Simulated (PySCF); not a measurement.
# Ga2O: relaxation and vibrations of the singlet

The task is one start of a wider search on Ga2O: the singlet, from a linear start. It is relaxed, tested by its Hessian and followed downhill if it is a saddle.

Program: PySCF 2.14.0. Level of theory: PBE0, basis O def2-TZVP, Ga def2-TZVP, no relativity, density fitting. These are calculated values, not measurements.

## (1) Starting geometry

3 atoms, charge 0, spin multiplicity 1.

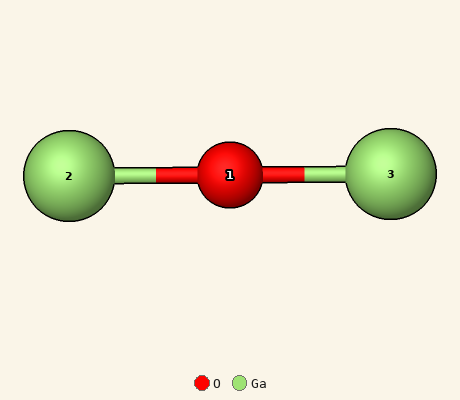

Start geometry, drawn with oxygen red, gallium green; atoms are numbered from 1 in the order of the file.

Coordinates in bohr (charge 0 multiplicity 1):
```
O     0.0000    0.0000    0.0000
Ga    0.0000    0.0000    3.5338
Ga    0.0000    0.0000   -3.5338
```

## (2) The SCF at the typed geometry

One driver script runs all steps and calls PySCF; scf.py shows how it sets up the SCF of each step. The optimiser is the driver's own. After this first run the driver tries any further starts and a stability analysis.

Input file scf.py:

```python
from pyscf import gto, scf, dft
mol = gto.M(atom='''
O      0.000000     0.000000     0.000000
Ga     0.000000     0.000000     1.870000
Ga     0.000000     0.000000    -1.870000''',
    basis={'O': 'def2-TZVP', 'Ga': 'def2-TZVP'},
    charge=0, spin=0)
mf = dft.RKS(mol, xc='PBE0')
mf.grids.atom_grid = (50, 194)
aux = {'O': 'def2-universal-JKFIT', 'Ga': 'def2-universal-JKFIT'}
mf = mf.density_fit(auxbasis=aux)
mf.conv_tol = 1e-08
mf.diis_space = 10
mf.max_cycle = 60
mf.init_guess = 'minao'
mf.verbose = 4
mf.kernel()
```

On the command line:

```sh
OMP_NUM_THREADS=4 python axn.py task.json out
```

What it wrote:

```text
init E= -3923.33421970911
  HOMO = -0.247606124101274  LUMO = -0.0546940441622606  gap/eV = 5.24941
cycle= 1 E= -3924.16092217587  delta_E= -0.827  |g|= 1.37  |ddm|= 1.42
  HOMO = -0.0830349309774514  LUMO = -0.0358166536992125  gap/eV = 1.28487
cycle= 2 E= -3920.92578958303  delta_E= 3.24  |g|= 3.46  |ddm|= 2.54
  HOMO = -0.265777964822554  LUMO = -0.0596308542144904  gap/eV = 5.60955
cycle= 3 E= -3924.34231706278  delta_E= -3.42  |g|= 0.754  |ddm|= 2.32
  HOMO = -0.233341223256062  LUMO = -0.0432514097933835  gap/eV = 5.17261
cycle= 4 E= -3924.4498186022  delta_E= -0.108  |g|= 0.171  |ddm|= 0.452
  HOMO = -0.23203891293732  LUMO = -0.0386805040961252  gap/eV = 5.26155
cycle= 5 E= -3924.45246626237  delta_E= -0.00265  |g|= 0.0236  |ddm|= 0.122
  HOMO = -0.232659354351874  LUMO = -0.039745750570068  gap/eV = 5.24945
cycle= 6 E= -3924.45263515041  delta_E= -0.000169  |g|= 0.00671  |ddm|= 0.0272
  HOMO = -0.233053922802952  LUMO = -0.0398525903863245  gap/eV = 5.25728
cycle= 7 E= -3924.45264375603  delta_E= -8.61e-06  |g|= 0.00154  |ddm|= 0.00342
  HOMO = -0.233112071156356  LUMO = -0.0398839408078362  gap/eV = 5.25801
cycle= 8 E= -3924.45264429266  delta_E= -5.37e-07  |g|= 0.000203  |ddm|= 0.00087
  HOMO = -0.233116209169609  LUMO = -0.0398828971084745  gap/eV = 5.25815
cycle= 9 E= -3924.45264430134  delta_E= -8.67e-09  |g|= 1.17e-05  |ddm|= 0.000111
  HOMO = -0.233115665611692  LUMO = -0.039883161722781  gap/eV = 5.25812
Extra cycle  E= -3924.45264430123  delta_E= 1.06e-10  |g|= 2.68e-05  |ddm|= 1.89e-05
converged SCF energy = -3924.45264430123
```

This step, with its further starts and checks, needed 6.8 s of wall time on 4 threads of Arm Neoverse V1, shared host.

No lower closed-shell solution turned up in the test of internal stability.

## (3) Relaxation: linear start, singlet

The program finds D∞h symmetry in the start, which this walk keeps. Threshold on the gradient: 0.0003 Eh/bohr, with a further test on the energy change.

scf.py: that of step 2 with these lines changed.

```diff
@@ -15 +14,0 @@
-mf.init_guess = 'minao'
```

The optimiser's trace:

```
step   energy (Eh)  change (kJ/mol)  largest symmetric gradient (Eh/bohr)
   0  -3924.452644             0.00                               0.02538
   1  -3924.455938            -8.65                               0.00686
   2  -3924.456144            -9.19                               0.00138
   3  -3924.456152            -9.21                               0.00006
```

The walk took 6.7 s.

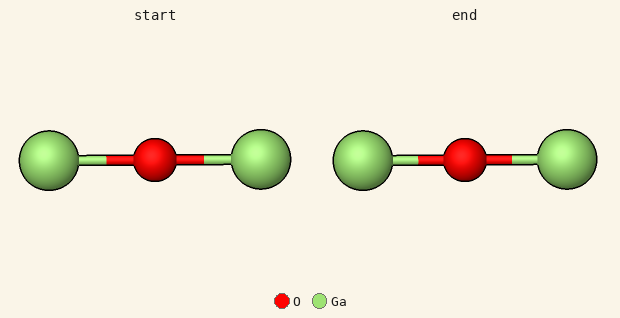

Start and end of the relaxation.

It settles in D∞h symmetry, 9.2 kJ/mol below the start, after 3 steps: O–Ga 1.801 Å (×2); Ga–O–Ga 180.0°.

## (4) Vibrations and properties at this point

The point is checked on the finer grid, and tightened if its gradient asks for it. The Hessian and the dipole derivatives come from central differences of analytic gradients, with steps of 0.02 bohr.

scf.py: that of step 3 with these lines changed.

```diff
@@ -3,3 +3,3 @@
-O      0.000000     0.000000     0.000000
-Ga     0.000000     0.000000     1.870000
-Ga     0.000000     0.000000    -1.870000''',
+O      0.000000    -0.000000    -0.000000
+Ga    -0.000000     0.000000     1.800978
+Ga     0.000000    -0.000000    -1.800978''',
@@ -9 +9 @@
-mf.grids.atom_grid = (50, 194)
+mf.grids.atom_grid = (75, 302)
@@ -12 +12 @@
-mf.conv_tol = 1e-08
+mf.conv_tol = 1e-10
```

The driver hands on the density of the step before, so the log starts near convergence.

SCF at the final geometry:

```text
init E= -3924.45600675597
  HOMO = -0.23179066089309  LUMO = -0.0384767891346593  gap/eV = 5.26034
cycle= 1 E= -3924.45600675589  delta_E= 8.55e-11  |g|= 2.22e-05  |ddm|= 1.49e-05
  HOMO = -0.231788492739092  LUMO = -0.0384763835532418  gap/eV = 5.26029
cycle= 2 E= -3924.45600675545  delta_E= 4.44e-10  |g|= 5.32e-05  |ddm|= 3.54e-05
  HOMO = -0.231790085364125  LUMO = -0.0384766990625769  gap/eV = 5.26033
cycle= 3 E= -3924.45600675598  delta_E= -5.38e-10  |g|= 1.5e-06  |ddm|= 2.52e-05
  HOMO = -0.231790048393151  LUMO = -0.0384766810418755  gap/eV = 5.26032
cycle= 4 E= -3924.45600675598  delta_E= 1.82e-12  |g|= 2.17e-08  |ddm|= 6.15e-07
  HOMO = -0.231790050341608  LUMO = -0.0384766824044179  gap/eV = 5.26032
Extra cycle  E= -3924.45600675598  delta_E= -3.64e-12  |g|= 5.17e-08  |ddm|= 4.71e-08
converged SCF energy = -3924.45600675598
```

The whole step took 18 s.

Geometry: D∞h; O–Ga 1.801 Å (×2); Ga–O–Ga 180.0°.

Harmonic modes (main isotopes):

```json
{"symmetry": "πu", "ω (cm⁻¹)": "66", "IR (km/mol)": "5.7", "μ (u)": "17.38"}
{"symmetry": "σg+", "ω (cm⁻¹)": "298", "IR (km/mol)": "0.0", "μ (u)": "68.93"}
{"symmetry": "σu+", "ω (cm⁻¹)": "848", "IR (km/mol)": "746", "μ (u)": "17.38"}
```

No imaginary mode, so this is a minimum.

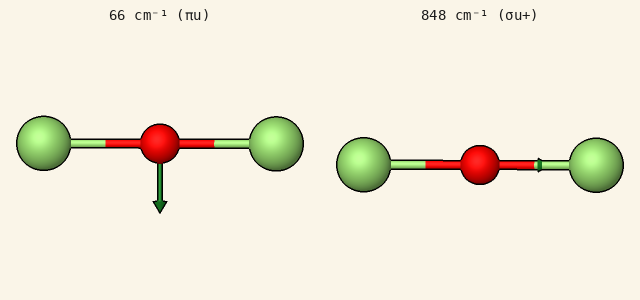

How the atoms move in 2 of the modes.

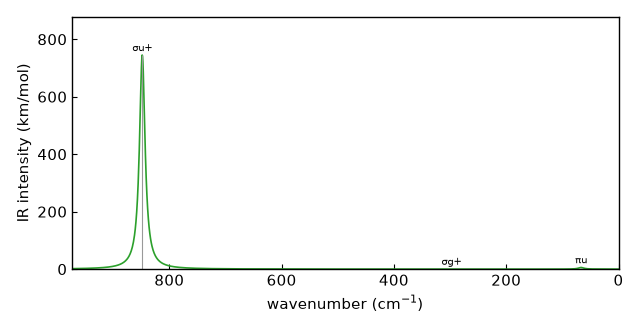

The harmonic infrared spectrum (widths in cm⁻¹). Lines are broadened to a width of 12 cm⁻¹ (Lorentzian).

Constants and moments:

```
Dipole moment                                                   : 0.00 D
Highest occupied level                                          : -6.31 eV
Lowest empty level                                              : -1.05 eV
Rotational constants                                            : 0.0377 cm⁻¹
Zero-point energy                                               : 7.6 kJ/mol
Principal polarisabilities                                      : 62.6, 62.6, 100.0 bohr³
Atomisation energy without zero-point energy                    : 875 kJ/mol
Principal traceless quadrupole moments about the centre of mass : -5.90, 2.95, 2.95 D Å
Entropy at 298.15 K and 1 bar                                   : 288.1 J/(mol K)
Heat capacity Cp at 298.15 K                                    : 55.0 J/(mol K)
Enthalpy at 298.15 K above 0 K                                  : 14.16 kJ/mol
Rotational symmetry number                                      : 2
```

Populations by atom (charges in e):

```csv
atom,Mulliken,Löwdin,polar tensor,Mayer order to O1
O1,-0.42,-0.22,-1.24,–
"Ga2,3",0.21,0.11,0.62,1.03
```

Outer orbital energies (eV). occupied: -22.44, -22.44, -21.73, -12.43, -8.61, -8.61, -7.94, -6.31; empty: -1.05, -1.05, -0.57, -0.57.

Mulliken populations on O1: s 3.76, p 4.65, d 0.00, f 0.00.

## (5) Results

| quantity | value |
| --- | --- |
| minimum | singlet, D∞h |
| geometry | O–Ga 1.801 Å (×2); Ga–O–Ga 180.0° |
| wavenumbers (cm⁻¹) | 66 (πu), 298 (σg+), 848 (σu+) |
| dipole moment | 0.00 D |
| highest occupied, lowest empty level | -6.31, -1.05 eV |
| polar-tensor charge of O1 | -1.24 e |
| zero-point energy | 7.6 kJ/mol |
| entropy at 298.15 K | 288.1 J/(mol K) |
| atomisation energy (no zero-point energy) | 875 kJ/mol |

What this shows: The linear start keeps its D∞h symmetry and ends in a minimum. In the infrared the band at 848 cm⁻¹ (σu+) leads. The dipole vanishes although O1 carries -1.2 e by the polar tensor: the bond dipoles cancel. Only this shape and spin were tried, so other structures or states may lie lower.

The search up to here took 32 s.
